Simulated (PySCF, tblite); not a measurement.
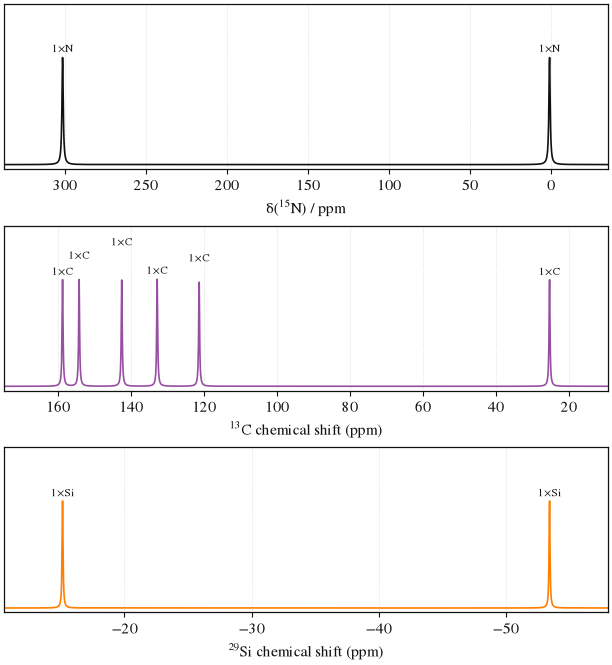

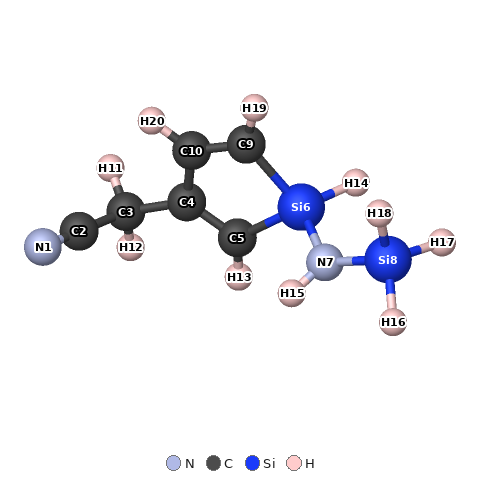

Spectrum and numbered structure of C₆H₁₀N₂Si₂, SMILES N#CCC1=C[Si@H](N[SiH3])C=C1. GIAO shifts, PBE0/pcSseg-1 with PySCF 2.14.0, at a GFN2-xTB geometry (a minimum by its frequencies), against NH₃ for ¹⁵N, TMS for ¹³C and TMS for ²⁹Si computed at the same level (¹⁵N: a single molecule, while the usual scales start at liquid NH₃ or nitromethane; multiply bonded nitrogen can come out tens of ppm too deshielded). Gas phase, fully decoupled, line heights follow the number of nuclei, widths are arbitrary (no quadrupolar broadening); values of one conformer, averaged over methyl-type rotors and exact or near symmetry; other conformers aren't averaged in.

Question: Which atoms give which ¹⁵N line?

Answer:
```tsv
δ (ppm)	nuclei	atoms
301.3	1	N1
0.8	1	N7
```

Question: Which ¹³C nuclei are the least shielded, and which the most?

Answer: Least shielded: C4 at 158.7 ppm. Most shielded: C3 at 25.2 ppm.

Question: Assign the ²⁹Si signals to the numbered atoms.

Answer:
```
δ (ppm)  nuclei  atoms
  −15.1       1    Si6
  −53.5       1    Si8
```

Known limits of this run: the tight-binding geometry is rougher than a DFT one and adds to the error.
